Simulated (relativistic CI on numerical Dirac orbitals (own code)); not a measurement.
**Pm²⁶⁺: one ion under different settings**

How much do the settings matter for Pm²⁶⁺? One ion, several inputs.

Program: relativistic CI on numerical Dirac orbitals (own code) version 3. Level of theory: Dirac-Coulomb-Breit CI, KLI orbitals optimised for each configuration, model QED (radiative potential, 1s self-energy scaled to tabulated hydrogen-like ionisation energies), numerical settings as typed. These are calculated values, not measurements, unless marked.

**1. The system**

- ion: Pm²⁶⁺ (Pm XXVII)
- nuclear charge: 61
- electrons: 35
- isotope: A = 145

**2. A try**

The run's settings:

```ini
atom Pm  Z=61  charge=26  electrons=35
nucleus A=145  rms_radius_fm=4.9620
hamiltonian dirac-coulomb  breit=on  qed=on  c_scale=1
orbitals kli  potential=per-configuration
slater_scale 1
correlation none
mixing on
grid step=0.0125 r_max=5.5
scf mixing=0.4 start=green max_iterations=1 tolerance=2e-08 node_fill=0.05
configurations
  [Ar] 3d10 4s2 4p5
  [Ar] 3d10 4s 4p6
end
```

The run is started by

```console
$ python run_levels.py task.json out
```

The settings of every run stand in task.json; they run in order.

From the run's result record (rounded, not every field):

```text
{
  "status": "not_converged",
  "warnings": ["SCF of 1s2 2s2 2p6 3s2 3p6 3d10 4s2 4p5 did not converge"],
  "scf_steps of the first configuration [iteration, E_Ha, residual, outer_eigenvalue_Ha]": [
    [1, -9570.065179, 5.95, -54.55]
  ]
}
```

It took 0.0046 s on 1 thread of Neoverse-V1, shared host.

Cause: the run ended without a result. The SCF ran into its iteration limit before the residual met the tolerance. The input had iteration limit 1. The cure is to restore the usual settings of the SCF.

**3. The mended input**

The settings differ from step 2 so:

```diff
@@ -8,3 +8,3 @@
 grid step=0.0125 r_max=5.5
-scf mixing=0.4 start=green max_iterations=1 tolerance=2e-08 node_fill=0.05
+scf mixing=0.4 start=green max_iterations=150 tolerance=2e-08 node_fill=0.05
 configurations
```

Result record:

```text
{
  "status": "converged",
  "levels [i, E_cm, J2, conf, term, w_term, w_jj]": [
    [0, 0, 3, "4s2 4p5", "2P*", 1, 1],
    [1, 258280.42, 1, "4s2 4p5", "2P*", 1, 1],
    [2, 888690.65, 1, "4s 4p6", "2S", 1, 1]
  ],
  "total_energy [Ha]": -9689.0766917,
  "n_levels_all": 3,
  "overlap": 8.93857e-12,
  "scf_iterations": [10, 10],
  "orbital_energies [Ha]": {"1s": -1683.71, "2s": -300.578, "2p1/2": -286.369, "2p3/2": -265.799, "3s": -89.4467, "3p1/2": -83.4163, "3p3/2": -79.1669, "3d3/2": -68.8411, "3d5/2": -67.9106, "4s": -38.8053, "4p1/2": -36.3692, "4p3/2": -35.1695},
  "configurations [conf, odd, states, E_av_Ha, breit_Ha, qed_Ha]": [
    ["4s2 4p5", 1, 6, -9703.251644, 8.684, 5.883],
    ["4s 4p6", 0, 2, -9699.581023, 8.689, 5.864]
  ],
  "scf_steps of the first configuration [iteration, E_Ha, residual, outer_eigenvalue_Ha]": [
    [1, -9570.065179, 5.95, -54.55],
    [2, -9665.784676, 3.2, -44.76],
    [3, -9703.002839, 0.202, -35.41],
    [4, -9703.173384, 0.145, -35.58],
    [5, -9703.251597, 0.00138, -35.17],
    [6, -9703.251663, 0.00049, -35.17],
    [7, -9703.251643, 1.95e-05, -35.17],
    [8, -9703.251644, 6.62e-07, -35.17],
    [9, -9703.251644, 5.4e-07, -35.17],
    [10, -9703.251644, 4.51e-09, -35.17]
  ]
}
```

It took 0.085 s on 1 thread of Neoverse-V1, shared host.

**4. Start potential thomas-fermi**

The settings differ from step 3 so:

```diff
@@ -8,3 +8,3 @@
 grid step=0.0125 r_max=5.5
-scf mixing=0.4 start=green max_iterations=150 tolerance=2e-08 node_fill=0.05
+scf mixing=0.4 start=thomas-fermi max_iterations=150 tolerance=2e-08 node_fill=0.05
 configurations
```

Result record:

```text
{
  "status": "converged",
  "levels [i, E_cm, J2, conf, term, w_term]": [
    [0, 0, 3, "4s2 4p5", "2P*", 1],
    [1, 258280.42, 1, "4s2 4p5", "2P*", 1],
    [2, 888690.65, 1, "4s 4p6", "2S", 1]
  ],
  "total_energy [Ha]": -9689.0766917,
  "n_levels_all": 3,
  "overlap": 8.94045e-12,
  "scf_iterations": [10, 10],
  "orbital_energies [Ha]": {"1s": -1683.71, "2s": -300.578, "2p1/2": -286.369, "2p3/2": -265.799, "3s": -89.4467, "3p1/2": -83.4163, "3p3/2": -79.1669, "3d3/2": -68.8411, "3d5/2": -67.9106, "4s": -38.8053, "4p1/2": -36.3692, "4p3/2": -35.1695},
  "configurations [conf, odd, states, E_av_Ha, breit_Ha, qed_Ha]": [
    ["4s2 4p5", 1, 6, -9703.251644, 8.684, 5.883],
    ["4s 4p6", 0, 2, -9699.581023, 8.689, 5.864]
  ],
  "scf_steps of the first configuration [iteration, E_Ha, residual, outer_eigenvalue_Ha]": [
    [1, -9617.194584, 3.27, -30.06],
    [2, -9689.258999, 1.59, -32.86],
    [3, -9703.132202, 0.141, -35.03],
    [4, -9703.209962, 0.0908, -35.32],
    [5, -9703.250936, 0.00683, -35.18],
    [6, -9703.251742, 0.00343, -35.16],
    [7, -9703.251648, 8.35e-05, -35.17],
    [8, -9703.251644, 3.99e-06, -35.17],
    [9, -9703.251644, 4.35e-07, -35.17],
    [10, -9703.251644, 3.07e-09, -35.17]
  ]
}
```

It took 0.086 s on 1 thread of Neoverse-V1, shared host.

**5. Grid step 0.03**

The settings differ from step 4 so:

```diff
@@ -7,4 +7,4 @@
 mixing on
-grid step=0.0125 r_max=5.5
-scf mixing=0.4 start=thomas-fermi max_iterations=150 tolerance=2e-08 node_fill=0.05
+grid step=0.03 r_max=5.5
+scf mixing=0.4 start=green max_iterations=150 tolerance=2e-08 node_fill=0.05
 configurations
```

Result record:

```text
{
  "status": "converged",
  "levels [i, E_cm, J2, conf, term, w_term]": [
    [0, 0, 3, "4s2 4p5", "2P*", 1],
    [1, 258280.35, 1, "4s2 4p5", "2P*", 1],
    [2, 888690.59, 1, "4s 4p6", "2S", 1]
  ],
  "total_energy [Ha]": -9689.0763183,
  "n_levels_all": 3,
  "overlap": 4.16283e-09,
  "scf_iterations": [10, 10],
  "orbital_energies [Ha]": {"1s": -1683.71, "2s": -300.578, "2p1/2": -286.369, "2p3/2": -265.799, "3s": -89.4467, "3p1/2": -83.4162, "3p3/2": -79.1669, "3d3/2": -68.8411, "3d5/2": -67.9106, "4s": -38.8053, "4p1/2": -36.3692, "4p3/2": -35.1695},
  "configurations [conf, odd, states, E_av_Ha, breit_Ha, qed_Ha]": [
    ["4s2 4p5", 1, 6, -9703.251252, 8.684, 5.883],
    ["4s 4p6", 0, 2, -9699.580631, 8.689, 5.864]
  ],
  "scf_steps of the first configuration [iteration, E_Ha, residual, outer_eigenvalue_Ha]": [
    [1, -9570.064783, 5.95, -54.55],
    [2, -9665.784279, 3.2, -44.76],
    [3, -9703.002484, 0.202, -35.41],
    [4, -9703.173365, 0.145, -35.58],
    [5, -9703.251203, 0.00134, -35.17],
    [6, -9703.251271, 0.000458, -35.17],
    [7, -9703.251251, 2.08e-05, -35.17],
    [8, -9703.251252, 6.86e-07, -35.17],
    [9, -9703.251252, 5.44e-07, -35.17],
    [10, -9703.251252, 4.76e-09, -35.17]
  ]
}
```

Wall time 0.045 s (1 thread of Neoverse-V1, shared host).

**6. Potential mixing 0.05**

The settings differ from step 5 so:

```diff
@@ -7,4 +7,4 @@
 mixing on
-grid step=0.03 r_max=5.5
-scf mixing=0.4 start=green max_iterations=150 tolerance=2e-08 node_fill=0.05
+grid step=0.0125 r_max=5.5
+scf mixing=0.05 start=green max_iterations=150 tolerance=2e-08 node_fill=0.05
 configurations
```

Result record:

```text
{
  "status": "converged",
  "levels [i, E_cm, J2, conf, term, w_term]": [
    [0, 0, 3, "4s2 4p5", "2P*", 1],
    [1, 258280.42, 1, "4s2 4p5", "2P*", 1],
    [2, 888690.65, 1, "4s 4p6", "2S", 1]
  ],
  "total_energy [Ha]": -9689.0766917,
  "n_levels_all": 3,
  "overlap": 8.93778e-12,
  "scf_iterations": [12, 12],
  "orbital_energies [Ha]": {"1s": -1683.71, "2s": -300.578, "2p1/2": -286.369, "2p3/2": -265.799, "3s": -89.4467, "3p1/2": -83.4163, "3p3/2": -79.1669, "3d3/2": -68.8411, "3d5/2": -67.9106, "4s": -38.8053, "4p1/2": -36.3692, "4p3/2": -35.1695},
  "configurations [conf, odd, states, E_av_Ha, breit_Ha, qed_Ha]": [
    ["4s2 4p5", 1, 6, -9703.251644, 8.684, 5.883],
    ["4s 4p6", 0, 2, -9699.581023, 8.689, 5.864]
  ],
  "scf_steps of the first configuration [iteration, E_Ha, residual, outer_eigenvalue_Ha]": [
    [1, -9570.065179, 5.95, -54.55],
    [2, -9584.585997, 5.62, -53.24],
    [3, -9702.400066, 0.388, -35.49],
    [4, -9703.169776, 0.174, -36.32],
    [5, -9703.241495, 0.0581, -35.03],
    [6, -9703.251384, 0.00186, -35.17],
    [7, -9703.251605, 0.000761, -35.16],
    [8, -9703.251647, 4.94e-05, -35.17],
    [9, -9703.251644, 5.99e-06, -35.17],
    [10, -9703.251644, 3.34e-06, -35.17],
    [11, -9703.251644, 8e-08, -35.17],
    [12, -9703.251644, 2.18e-09, -35.17]
  ]
}
```

Wall time 0.093 s (1 thread of Neoverse-V1, shared host).

**7. Iteration limit 30, start potential bare, Slater scale 0.6**

The run's settings:

```ini
atom Pm  Z=61  charge=26  electrons=35
nucleus A=145  rms_radius_fm=4.9620
hamiltonian dirac-coulomb  breit=on  qed=on  c_scale=1
orbitals kli  potential=per-configuration
slater_scale 0.6
correlation none
mixing on
grid step=0.0125 r_max=5.5
scf mixing=0.4 start=bare max_iterations=30 tolerance=2e-08 node_fill=0.05
configurations
  [Ar] 3d10 4s2 4p5
  [Ar] 3d10 4s 4p6
end
```

Result record:

```text
{
  "status": "converged",
  "levels [i, E_cm, J2, conf, term, w_term]": [
    [0, 0, 3, "4s2 4p5", "2P*", 1],
    [1, 258168.29, 1, "4s2 4p5", "2P*", 1],
    [2, 888653.27, 1, "4s 4p6", "2S", 1]
  ],
  "total_energy [Ha]": -9689.0765214,
  "n_levels_all": 3,
  "overlap": 8.93729e-12,
  "scf_iterations": [11, 11],
  "orbital_energies [Ha]": {"1s": -1683.71, "2s": -300.578, "2p1/2": -286.369, "2p3/2": -265.799, "3s": -89.4467, "3p1/2": -83.4163, "3p3/2": -79.1669, "3d3/2": -68.8411, "3d5/2": -67.9106, "4s": -38.8053, "4p1/2": -36.3692, "4p3/2": -35.1695},
  "configurations [conf, odd, states, E_av_Ha, breit_Ha, qed_Ha]": [
    ["4s2 4p5", 1, 6, -9703.251644, 8.684, 5.883],
    ["4s 4p6", 0, 2, -9699.581023, 8.689, 5.864]
  ],
  "scf_steps of the first configuration [iteration, E_Ha, residual, outer_eigenvalue_Ha]": [
    [1, -9363.228837, 11.1, -118.1],
    [2, -9591.865203, 6.87, -79.56],
    [3, -9697.268121, 1.14, -34.66],
    [4, -9699.661929, 0.949, -37.3],
    [5, -9703.250393, 0.00728, -35.17],
    [6, -9703.251736, 0.0039, -35.17],
    [7, -9703.25166, 0.000249, -35.17],
    [8, -9703.251644, 6.5e-06, -35.17],
    [9, -9703.251644, 4.49e-06, -35.17],
    [10, -9703.251644, 8.99e-08, -35.17],
    [11, -9703.251644, 3.1e-09, -35.17]
  ]
}
```

Wall time 0.095 s (1 thread of Neoverse-V1, shared host).

**8. Potential mixing 1.8**

The run's settings:

```ini
atom Pm  Z=61  charge=26  electrons=35
nucleus A=145  rms_radius_fm=4.9620
hamiltonian dirac-coulomb  breit=on  qed=on  c_scale=1
orbitals kli  potential=per-configuration
slater_scale 1
correlation none
mixing on
grid step=0.0125 r_max=5.5
scf mixing=1.8 start=green max_iterations=100 tolerance=2e-08 node_fill=0.05
configurations
  [Ar] 3d10 4s2 4p5
  [Ar] 3d10 4s 4p6
end
```

Result record:

```text
{
  "status": "converged",
  "levels [i, E_cm, J2, conf, term, w_term]": [
    [0, 0, 3, "4s2 4p5", "2P*", 1],
    [1, 258280.42, 1, "4s2 4p5", "2P*", 1],
    [2, 888690.65, 1, "4s 4p6", "2S", 1]
  ],
  "total_energy [Ha]": -9689.0766917,
  "n_levels_all": 3,
  "overlap": 8.93812e-12,
  "scf_iterations": [11, 11],
  "orbital_energies [Ha]": {"1s": -1683.71, "2s": -300.578, "2p1/2": -286.369, "2p3/2": -265.799, "3s": -89.4467, "3p1/2": -83.4163, "3p3/2": -79.1669, "3d3/2": -68.8411, "3d5/2": -67.9106, "4s": -38.8053, "4p1/2": -36.3692, "4p3/2": -35.1695},
  "configurations [conf, odd, states, E_av_Ha, breit_Ha, qed_Ha]": [
    ["4s2 4p5", 1, 6, -9703.251644, 8.684, 5.883],
    ["4s 4p6", 0, 2, -9699.581023, 8.689, 5.864]
  ],
  "scf_steps of the first configuration [iteration, E_Ha, residual, outer_eigenvalue_Ha]": [
    [1, -9570.065179, 5.95, -54.55],
    [2, -9285.678257, 10.8, -22.34],
    [3, -9701.753472, 0.675, -36.3],
    [4, -9702.77742, 0.345, -35.89],
    [5, -9703.244858, 0.0427, -35.28],
    [6, -9703.251851, 0.00762, -35.15],
    [7, -9703.251526, 0.00224, -35.18],
    [8, -9703.251641, 6.2e-05, -35.17],
    [9, -9703.251644, 2.66e-06, -35.17],
    [10, -9703.251644, 1.78e-07, -35.17],
    [11, -9703.251644, 1.29e-09, -35.17]
  ]
}
```

It took 0.094 s on 1 thread of Neoverse-V1, shared host.

An extreme setting, but here it did no harm: energy and levels are those of the usual run.

**9. Comparison**

| setting | total energy less usual (Ha) | largest shift of a level among the lowest eight of both runs, same label and place (cm⁻¹) | SCF iterations | time | lowest level | kind of change |
| --- | --- | --- | --- | --- | --- | --- |
| usual | 0 | 0 | 20 | 0.085 s | 4p5 2P°3/2 | - |
| start potential thomas-fermi | 0 | 0 | 20 | 0.086 s | 4p5 2P°3/2 | numerical |
| grid step 0.03 | 0.000373 | 0.0721 | 20 | 0.045 s | 4p5 2P°3/2 | numerical |
| potential mixing 0.05 | 0 | 0 | 24 | 0.093 s | 4p5 2P°3/2 | numerical |
| iteration limit 30, start potential bare, Slater scale 0.6 | 0.00017 | 112 | 22 | 0.095 s | 4p5 2P°3/2 | model term |
| potential mixing 1.8 | 0 | 0 | 22 | 0.094 s | 4p5 2P°3/2 | extreme, harmless here |

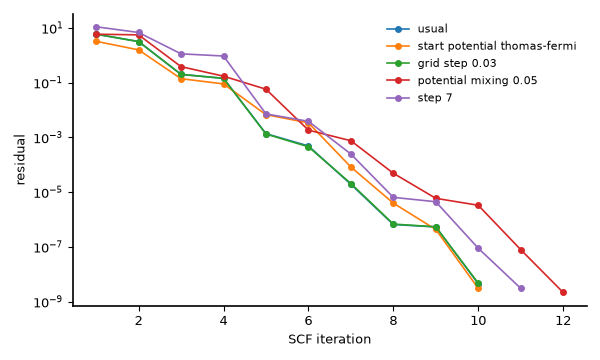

Residual of the first configuration's SCF.

**10. Results**

| quantity | value |
| --- | --- |
| lowest level, usual settings | 4p5 2P°3/2 |
| total energy | -9689.0767 Ha |
| first excitation | 258280 cm⁻¹ |
| runs without a result | 1 |

Among the runs whose levels can be followed, they move most under «iteration limit 30, start potential bare, Slater scale 0.6» (model term), by up to 112 cm⁻¹. No visible change in the result comes from «start potential thomas-fermi» or «potential mixing 0.05» or «potential mixing 1.8». Only the listed configurations are in the model.
